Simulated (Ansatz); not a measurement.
**BH2SF (SMILES FBS) at 6 levels**

Aim: a comparison of 6 runs (UHF/STO-3G, BHLYP/STO-3G, UB3LYP/STO-3G, CCSDT(Q)/STO-3G, UCCSD(T)/STO-3G, FCI/STO-3G) of BH2SF. 

The results are computed with Ansatz 0.2.0.

65 further runs of the same task are left out: 65 set aside as unsound or not needed.

## Step 1: Starting point

The species is BH2SF (5 atoms), meant as a singlet with charge 0. As SMILES, `FBS`. The H5–S3 distance was set to 2.683 Å, away from the relaxed value. At this shape a bond of the SMILES string is far longer than usual.

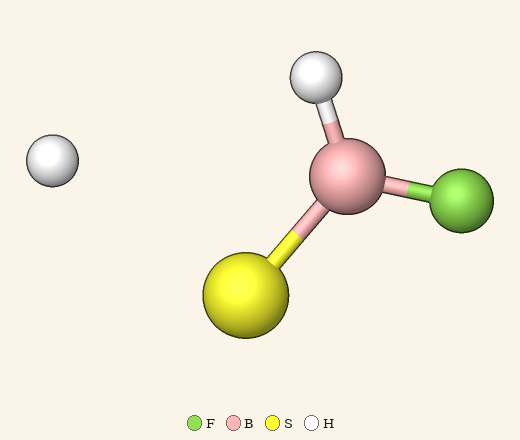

Viewed from a chosen angle; fluorine green, boron pink, sulfur yellow, hydrogen white.

## Step 2: The energy at UHF/STO-3G (run 1)

The input, in.yaml:

```yaml
crystal:
  periodic: [false, false, false]
  atoms:
    - {symbol: F, position_ang: [-1.468111, -1.211010, -2.328240]}
    - {symbol: B, position_ang: [-0.761811, -0.644210, -1.365140]}
    - {symbol: S, position_ang: [0.623389, 0.393490, -1.838440]}
    - {symbol: H, position_ang: [-1.061011, -0.836010, -0.225340]}
    - {symbol: H, position_ang: [1.321400, 1.003700, 0.679600]}
basis:
  gaussian: {orbitals: STO-3G}
magnetization: {spin_polarized: true}
hamiltonian: {xc: hf}
accuracy: high
```

On the command line:

```
$ ansatz run in.yaml --threads 1 --pin off --max-ram 2610MiB --events-out events.jsonl --progress --plain --runs-dir runs
```

The log of the run:

```text
Warning: RAYON_NUM_THREADS=1 ignored (pool sized by the plan → 1); use --threads N
Functional definition: HF
  name "HF"
  exchange = exact_x
  correlation = 0
369 factors; integrals over basis functions are off by at most 2.9e-8 eV
mean field evaluation 1: about -14052.5526 eV, gradient 1.8e1 eV
mean field evaluation 2: about -14052.5959 eV, gradient 1.8e1 eV
mean field evaluation 4: about -14055.6364 eV, gradient 3.0e0 eV
mean field evaluation 8: about -14055.7476 eV, gradient 2.5e-2 eV
mean field evaluation 16: about -14060.0021 eV, gradient 7.9e-1 eV
mean field evaluation 32: about -14060.0048 eV, gradient 1.1e-4 eV
mean field evaluation 64: about -14060.0044 eV, gradient 5.2e-1 eV
mean field evaluation 96: about -14055.7477 eV, gradient 7.6e-5 eV
mean field -14060.00481973 eV, -516.6956469115 hartree, gradient 3.0e-8 eV, S^2 0.976186; 5 other end points of the search recorded, 0 dependent functions left out
reference -14060.00481973 eV, -516.6956469115 hartree; 16, 16 occupied and 5, 5 virtual orbitals, 369 factors
Total energy: -14060.00481973 eV, -516.6956469115 hartree
```

Wall time 0.36 s (1 thread of Arm Neoverse V1, shared host).

## Step 3: A single-point energy at BHLYP/STO-3G (run 2)

The input, molecule.yaml:

```yaml
crystal:
  periodic: [false, false, false]
  atoms:
    - {symbol: F, position_ang: [-1.468111, -1.211010, -2.328240]}
    - {symbol: B, position_ang: [-0.761811, -0.644210, -1.365140]}
    - {symbol: S, position_ang: [0.623389, 0.393490, -1.838440]}
    - {symbol: H, position_ang: [-1.061011, -0.836010, -0.225340]}
    - {symbol: H, position_ang: [1.321400, 1.003700, 0.679600]}
basis:
  gaussian: {orbitals: STO-3G}
hamiltonian: {xc: {name: BHLYP}}
accuracy: high
```

On the command line:

```
$ ansatz run molecule.yaml --threads 1 --pin off --max-ram 2610MiB --events-out events.jsonl --progress --plain --runs-dir runs
```

The log of the run:

```text
Warning: RAYON_NUM_THREADS=1 ignored (pool sized by the plan → 1); use --threads N
Functional definition: BHLYP
  name "BHLYP"
  parameter a = 0.5
  exchange = (1 - a)*b88_x + a*exact_x
  correlation = lyp_c
369 factors; integrals over basis functions are off by at most 2.9e-8 eV
mean field evaluation 1: about -14087.0153 eV, gradient 1.6e1 eV
mean field evaluation 2: about -14087.0846 eV, gradient 1.6e1 eV
mean field evaluation 4: about -14087.9526 eV, gradient 2.0e0 eV
mean field evaluation 8: about -14087.9704 eV, gradient 2.4e-2 eV
mean field evaluation 16: about -14087.9704 eV, gradient 6.3e-6 eV
mean field -14087.97041552 eV, -517.7233636010 hartree, gradient 6.8e-8 eV, S^2 0.000000; 0 other end points of the search recorded, 0 dependent functions left out
reference -14087.97043334 eV, -517.7233642559 hartree; 16, 16 occupied and 5, 5 virtual orbitals, 369 factors
Total energy: -14087.97043334 eV, -517.7233642559 hartree
```

It took 1.3 s on 1 thread of Arm Neoverse V1, shared host; peak memory 0.096 GiB.

Runs 3 to 4 aren't shown in full; the table further down has their settings and results.

## Step 4: A single-point energy at UCCSD(T)/STO-3G (run 5)

The input, job.yaml:

```yaml
crystal:
  periodic: [false, false, false]
  atoms:
    - {symbol: F, position_ang: [-1.468111, -1.211010, -2.328240]}
    - {symbol: B, position_ang: [-0.761811, -0.644210, -1.365140]}
    - {symbol: S, position_ang: [0.623389, 0.393490, -1.838440]}
    - {symbol: H, position_ang: [-1.061011, -0.836010, -0.225340]}
    - {symbol: H, position_ang: [1.321400, 1.003700, 0.679600]}
basis:
  gaussian:
    orbitals: STO-3G
accuracy: high
magnetization:
  spin_polarized: true
  initial_magnetization: 0
total_charge: 0
scf:
  omitted_lower_state_checks: [cluster_reference, increment]
correlation:
  method: ccsd_t
  frozen_orbitals: {B: 1, F: 1, H: 0, S: 5}
```

On the command line:

```
$ ansatz run job.yaml --threads 1 --pin off --max-ram 2610MiB --events-out events.jsonl --progress --plain --runs-dir runs
```

The log of the run:

```text
Warning: RAYON_NUM_THREADS=1 ignored (pool sized by the plan → 1); use --threads N
[... 14 lines left out ...]
7 core orbitals not correlated: weight in the atoms' cores, before any rotation towards them, 1.000 or more for the frozen orbitals, at most 0.000 for the correlated occupied ones
[... 56 lines left out ...]
Total energy: -14062.71654630 eV, -516.7953010248 hartree
Checks for a lower state left out: cluster_reference, increment
```

Wall time 0.66 s (1 thread of Arm Neoverse V1, shared host).

## Step 5: A single-point energy at FCI/STO-3G (run 6)

molecule.yaml: that of step 3 with these lines changed.

```diff
@@ -10,3 +10,3 @@
   gaussian: {orbitals: STO-3G}
-hamiltonian: {xc: {name: BHLYP}}
+correlation: {method: fci, frozen_orbitals: {B: 1, F: 1, H: 0, S: 5}}
 accuracy: high
```

On the command line:

```
$ ansatz run molecule.yaml --threads 1 --pin off --max-ram 2610MiB --events-out events.jsonl --progress --plain --runs-dir runs
```

The log of the run (excerpt; [...] marks lines left out):

```text
Warning: RAYON_NUM_THREADS=1 ignored (pool sized by the plan → 1); use --threads N
[... 2 set-up lines as earlier in the session ...]
[...]
369 factors; integrals over basis functions are off by at most 2.9e-8 eV
[...]
mean field -14055.74765274 eV, -516.5391989102 hartree, gradient 2.9e-8 eV, S^2 0.000000; 1 other end points of the search recorded, 0 dependent functions left out; unrestricted orbitals would lower it
[...]
unrestricted determinant -14060.00481973 eV, -516.6956469114 hartree, S^2 0.9762
7 core orbitals not correlated: weight in the atoms' cores, before any rotation towards them, 1.000 or more for the frozen orbitals, at most 0.000 for the correlated occupied ones
reference -14055.74765274 eV, -516.5391989102 hartree; 9, 9 occupied and 5, 5 virtual orbitals, 369 factors
state -14062.77293342 eV, -516.7973732132 hartree
Total energy: -14062.77293342 eV, -516.7973732132 hartree
```

It took 26 s on 1 thread of Arm Neoverse V1, shared host; peak memory 0.36 GiB.

## Step 6: Overview of the runs

```tsv
run	level	frozen core orbitals	energy (Eh)	wall time
1	UHF/STO-3G	–	-516.695647	0.36 s
2	BHLYP/STO-3G	–	-517.723364	1.3 s
3	UB3LYP/STO-3G	–	-517.826505	5.1 s
4	CCSDT(Q)/STO-3G	7	-516.797609	0.6 s
5	UCCSD(T)/STO-3G	7	-516.795301	0.66 s
6	FCI/STO-3G	7	-516.797373	26 s
```

## Step 7: What came out

| quantity | value |
| --- | --- |
| run 6: total energy | -516.79737 Eh |
| run 6: correlation energy (7 core orbitals frozen) | -258.2 mEh |

What this shows: Against full CI in this basis: UHF +101.7 mEh; CCSDT(Q) -0.2 mEh; UCCSD(T) +2.1 mEh. Totals of different functionals can't be ranked against each other. In run 4 the log says that unrestricted orbitals would lower the reference, so the values rest on an unstable closed-shell determinant (other closed-shell runs at this shape may share the fault). In runs 1, 2, 3, 4, 5, 6 the basis is minimal, so the values are rough. Spin contamination of the reference: run 1 ⟨S²⟩ = 0.98, run 5 ⟨S²⟩ = 0.98, run 3 ⟨S²⟩ = 0.89. Where it is this large, the reference is a mixture of spin states, and values that rest on it are in doubt. All runs together took 34 s, the longest 26 s.
